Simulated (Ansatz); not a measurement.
**doublet C2H6AlF+: levels of theory compared**

Wanted: a comparison of 6 runs (UHF/3-21G, U-revPBE/def2-SVP, UBHLYP/def2-SVP, UPBE0/def2-SVP, UMP2/def2-SVP, UCCSD(T)/def2-SVP) of doublet C2H6AlF+. 

The results are computed with Ansatz 0.2.0.

66 further runs of the same task are left out: 66 set aside as unsound or not needed.

## Step 1: The system as given

C2H6AlF+: 10 atoms, total charge +1, spin state doublet. SMILES of the parent species: `[CH3][Al]([CH3])[F]`. The shape is that of a PBE0-D4/def2-TZVP optimisation. That shape belongs to the parent species and isn't relaxed for this state.

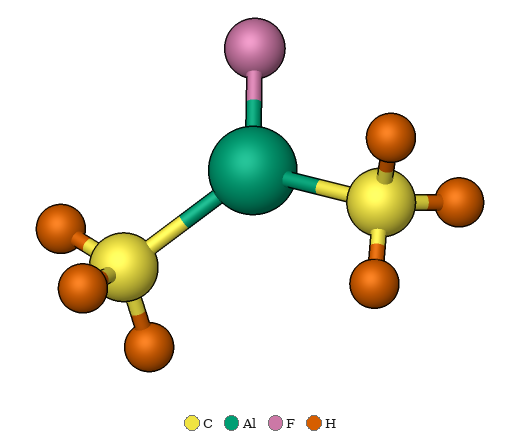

The structure, seen from a chosen angle (carbon yellow, aluminium teal, fluorine pink, hydrogen orange).

## Step 2: A single-point energy at UHF/3-21G (run 1)

run.yaml

```yaml
crystal:
  periodic: [false, false, false]
  atoms:
    - {symbol: C, position_ang: [-0.566700, 1.412600, -0.858500]}
    - {symbol: Al, position_ang: [-0.288600, -0.445300, -0.364300]}
    - {symbol: C, position_ang: [0.794700, -1.093100, 1.112200]}
    - {symbol: F, position_ang: [-1.047300, -1.600600, -1.281300]}
    - {symbol: H, position_ang: [-1.184400, 1.517100, -1.752900]}
    - {symbol: H, position_ang: [-1.054000, 1.963400, -0.046800]}
    - {symbol: H, position_ang: [0.387100, 1.917300, -1.043800]}
    - {symbol: H, position_ang: [0.189400, -1.676700, 1.813200]}
    - {symbol: H, position_ang: [1.269800, -0.283800, 1.672000]}
    - {symbol: H, position_ang: [1.583200, -1.762300, 0.753400]}
basis:
  gaussian:
    orbitals: 3-21G.json
total_charge: 1
magnetization:
  spin_polarized: true
  initial_magnetization: 1
hamiltonian:
  xc: hf
accuracy: high
output: {orbitals: {seedname: orbitals}}
```

The basis set 3-21G is read from a file made from the Basis Set Exchange's data (not shown).

On the command line:

```bash
$ ansatz run run.yaml --threads 1 --pin off --max-ram 3480MiB --events-out events.jsonl --progress --plain --runs-dir runs
```

Standard output:

```text
Warning: RAYON_NUM_THREADS=1 ignored (pool sized by the plan → 1); use --threads N
Functional definition: HF
  name "HF"
  exchange = exact_x
  correlation = 0
1199 factors; integrals over basis functions are off by at most 7.2e-9 eV
mean field evaluation 1: about -11371.0019 eV, gradient 3.5e1 eV
mean field evaluation 2: about -11370.9901 eV, gradient 3.5e1 eV
mean field evaluation 4: about -11375.3168 eV, gradient 2.1e0 eV
mean field evaluation 8: about -11375.3805 eV, gradient 1.3e-1 eV
mean field evaluation 16: about -11368.4286 eV, gradient 2.5e1 eV
mean field evaluation 32: about -11368.4841 eV, gradient 2.5e1 eV
mean field evaluation 64: about -11375.3230 eV, gradient 2.1e0 eV
mean field -11375.38084355 eV, -418.0375354904 hartree, gradient 3.2e-8 eV, S^2 0.813024; 0 other end points of the search recorded, 0 dependent functions left out
reference -11375.38084355 eV, -418.0375354904 hartree; 20, 19 occupied and 32, 33 virtual orbitals, 1199 factors
Total energy: -11375.38084355 eV, -418.0375354904 hartree
```

It took 1.4 s on 1 thread of Intel Xeon Platinum 8488C (Sapphire Rapids), shared host; peak memory 0.15 GiB.

## Step 3: A single-point energy at U-revPBE/def2-SVP (run 2)

molecule.yaml

```yaml
crystal:
  periodic: [false, false, false]
  atoms:
    - {symbol: C, position_ang: [-0.566700, 1.412600, -0.858500]}
    - {symbol: Al, position_ang: [-0.288600, -0.445300, -0.364300]}
    - {symbol: C, position_ang: [0.794700, -1.093100, 1.112200]}
    - {symbol: F, position_ang: [-1.047300, -1.600600, -1.281300]}
    - {symbol: H, position_ang: [-1.184400, 1.517100, -1.752900]}
    - {symbol: H, position_ang: [-1.054000, 1.963400, -0.046800]}
    - {symbol: H, position_ang: [0.387100, 1.917300, -1.043800]}
    - {symbol: H, position_ang: [0.189400, -1.676700, 1.813200]}
    - {symbol: H, position_ang: [1.269800, -0.283800, 1.672000]}
    - {symbol: H, position_ang: [1.583200, -1.762300, 0.753400]}
basis:
  gaussian: {orbitals: def2-SVP}
total_charge: 1
magnetization: {spin_polarized: true, initial_magnetization: 1}
hamiltonian: {xc: {name: revPBE}}
accuracy: high
output: {orbitals: {seedname: orbitals}}
```

On the command line:

```bash
$ ansatz run molecule.yaml --threads 1 --pin off --max-ram 3480MiB --events-out events.jsonl --progress --plain --runs-dir runs
```

Standard output:

```text
Warning: RAYON_NUM_THREADS=1 ignored (pool sized by the plan → 1); use --threads N
Functional definition: revPBE
  name "revPBE"
  parameter kappa = 1.245
  parameter beta = 0.06672455060314922
  exchange = pbe_x(kappa = kappa, mu = beta*pi^2/3)
  correlation = pbe_c(beta = beta)
2082 factors; integrals over basis functions are off by at most 2.4e-8 eV
mean field evaluation 1: about -11450.0886 eV, gradient 6.8e1 eV
mean field evaluation 2: about -11357.6414 eV, gradient 1.5e2 eV
mean field evaluation 4: about -11469.3764 eV, gradient 6.5e0 eV
mean field evaluation 8: about -11469.5606 eV, gradient 4.1e-1 eV
mean field evaluation 16: about -11469.5617 eV, gradient 1.6e-4 eV
mean field evaluation 32: about -11469.3012 eV, gradient 6.8e0 eV
mean field -11469.56170461 eV, -421.4986182964 hartree, gradient 3.3e-8 eV, S^2 0.754342; 3 other end points of the search recorded, 0 dependent functions left out
reference -11469.56170963 eV, -421.4986184807 hartree; 20, 19 occupied and 70, 71 virtual orbitals, 2082 factors
Total energy: -11469.56170963 eV, -421.4986184807 hartree
```

Wall time 14 s (1 thread of Intel Xeon Platinum 8488C (Sapphire Rapids), shared host); peak memory 0.32 GiB.

Run 3 isn't shown in full; the table further down has it.

## Step 4: A single-point energy at UPBE0/def2-SVP (run 4)

in.yaml

```yaml
crystal:
  periodic: [false, false, false]
  atoms:
    - {symbol: C, position_ang: [-0.566700, 1.412600, -0.858500]}
    - {symbol: Al, position_ang: [-0.288600, -0.445300, -0.364300]}
    - {symbol: C, position_ang: [0.794700, -1.093100, 1.112200]}
    - {symbol: F, position_ang: [-1.047300, -1.600600, -1.281300]}
    - {symbol: H, position_ang: [-1.184400, 1.517100, -1.752900]}
    - {symbol: H, position_ang: [-1.054000, 1.963400, -0.046800]}
    - {symbol: H, position_ang: [0.387100, 1.917300, -1.043800]}
    - {symbol: H, position_ang: [0.189400, -1.676700, 1.813200]}
    - {symbol: H, position_ang: [1.269800, -0.283800, 1.672000]}
    - {symbol: H, position_ang: [1.583200, -1.762300, 0.753400]}
basis:
  gaussian: {orbitals: def2-SVP}
hamiltonian: {xc: pbe0}
accuracy: high
total_charge: 1
magnetization: {spin_polarized: true, initial_magnetization: 1}
output: {orbitals: {seedname: orbitals}}
```

On the command line:

```bash
$ ansatz run in.yaml --threads 1 --pin off --max-ram 3480MiB --events-out events.jsonl --progress --plain --runs-dir runs
```

Standard output:

```text
Warning: RAYON_NUM_THREADS=1 ignored (pool sized by the plan → 1); use --threads N
Functional definition: PBE0
  name "PBE0"
  parameter a = 0.25
  parameter kappa = 0.804
[... 1 set-up line as earlier in the session ...]
  exchange = (1 - a)*pbe_x(kappa = kappa, mu = beta*pi^2/3) + a*exact_x
[... 1 set-up line as earlier in the session ...]
2082 factors; integrals over basis functions are off by at most 2.4e-8 eV
mean field evaluation 1: about -11450.5799 eV, gradient 5.8e1 eV
mean field evaluation 2: about -11422.5875 eV, gradient 1.0e2 eV
mean field evaluation 4: about -11463.7029 eV, gradient 2.7e0 eV
mean field evaluation 8: about -11463.9112 eV, gradient 1.9e-1 eV
mean field evaluation 16: about -11463.9115 eV, gradient 3.4e-4 eV
mean field -11463.91152575 eV, -421.2909780532 hartree, gradient 6.3e-8 eV, S^2 0.762244; 0 other end points of the search recorded, 0 dependent functions left out
reference -11463.91152876 eV, -421.2909781636 hartree; 20, 19 occupied and 70, 71 virtual orbitals, 2082 factors
Total energy: -11463.91152876 eV, -421.2909781636 hartree
```

Wall time 18 s (1 thread of Intel Xeon Platinum 8488C (Sapphire Rapids), shared host); peak memory 0.45 GiB.

Run 5 isn't shown in full; the table further down has it.

## Step 5: A single-point energy at UCCSD(T)/def2-SVP (run 6)

molecule.yaml

```yaml
crystal:
  periodic: [false, false, false]
  atoms:
    - symbol: C
      position_ang: [-0.566700, 1.412600, -0.858500]
    - symbol: Al
      position_ang: [-0.288600, -0.445300, -0.364300]
    - symbol: C
      position_ang: [0.794700, -1.093100, 1.112200]
    - symbol: F
      position_ang: [-1.047300, -1.600600, -1.281300]
    - symbol: H
      position_ang: [-1.184400, 1.517100, -1.752900]
    - symbol: H
      position_ang: [-1.054000, 1.963400, -0.046800]
    - symbol: H
      position_ang: [0.387100, 1.917300, -1.043800]
    - symbol: H
      position_ang: [0.189400, -1.676700, 1.813200]
    - symbol: H
      position_ang: [1.269800, -0.283800, 1.672000]
    - symbol: H
      position_ang: [1.583200, -1.762300, 0.753400]
basis:
  gaussian:
    orbitals: def2-SVP
total_charge: 1
magnetization:
  spin_polarized: true
  initial_magnetization: 1
correlation:
  method: ccsd_t
  frozen_orbitals: {Al: 5, C: 1, F: 1, H: 0}
accuracy: high
scf:
  omitted_lower_state_checks: [cluster_reference, increment]
```

On the command line:

```bash
$ ansatz run molecule.yaml --threads 1 --pin off --max-ram 3480MiB --events-out events.jsonl --progress --plain --runs-dir runs
```

Standard output:

```text
Warning: RAYON_NUM_THREADS=1 ignored (pool sized by the plan → 1); use --threads N
[... 13 lines left out ...]
8 core orbitals not correlated: weight in the atoms' cores, before any rotation towards them, 1.000 or more for the frozen orbitals, at most 0.000 for the correlated occupied ones
[... 32 lines left out ...]
WARN: these amplitudes may be one of several solutions (largest doubles amplitude 0.06, level shift 0.06 eV)
Total energy: -11447.42499480 eV, -420.6851092154 hartree
Checks for a lower state left out: cluster_reference, increment
```

Run time: 89 s. Hardware: 1 thread of Intel Xeon Platinum 8488C (Sapphire Rapids), shared host; peak memory 1.1 GiB.

## Step 6: The series

| run | level | frozen core orbitals | energy (Eh) | HOMO energy (eV) | LUMO energy (eV) | ⟨S²⟩ | wall time |
| --- | --- | --- | --- | --- | --- | --- | --- |
| 1 | UHF/3-21G | – | -418.037535 | -17.38 | -8.61 | 0.813 | 1.4 s |
| 2 | U-revPBE/def2-SVP | – | -421.498618 | -13.89 | -12.85 | 0.754 | 14 s |
| 3 | UBHLYP/def2-SVP | – | -421.509603 | -16.26 | -11.30 | 0.774 | 17 s |
| 4 | UPBE0/def2-SVP | – | -421.290978 | -15.44 | -12.23 | 0.762 | 18 s |
| 5 | UMP2/def2-SVP | 8 | -420.626498 | – | – | 0.823 | 7.2 s |
| 6 | UCCSD(T)/def2-SVP | 8 | -420.685109 | – | – | 0.823 | 89 s |

## Step 7: Summary of results

| quantity | value |
| --- | --- |
| run 6: total energy | -420.68511 Eh |
| run 6: correlation energy (8 core orbitals frozen) | -577.8 mEh |
| run 6: (T) correction | -13.89 mEh |
| run 6: ⟨S²⟩ of the reference determinant | 0.823 |
| run 6: T1 diagnostic | 0.020 |

What this shows: Totals of different functionals can't be ranked against each other. All runs together took 2.4 min, the longest 89 s.
